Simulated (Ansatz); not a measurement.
# Hf, response to strain

Consider Hf in the hcp (Mg type) structure (space group P6_3/mmc, No. 194; a = 3.1581 Å, c = 5.0045 Å; relaxed with 0.1 eV smearing).

Strains are applied to the cell and any free atomic positions relax.

All numbers come from PBEsol/PAW in Ansatz (a first-principles code), no SOC.

Notes on the quantities. energy relative to the base: free energy F.

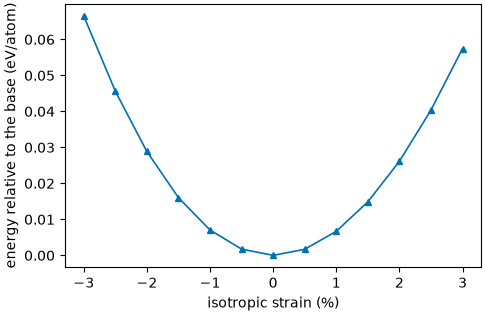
Fig. 1. Energy relative to the base against isotropic strain

From the plot, what is the energy relative to the base for isotropic strain −1.50 %?

About 0.016 eV/atom.

Is the trend monotonic over the range shown?

No, it turns within the range, spanning 0 meV/atom to +67 meV/atom.

No phonon test of stability was made. The final runs are not spin-polarised.
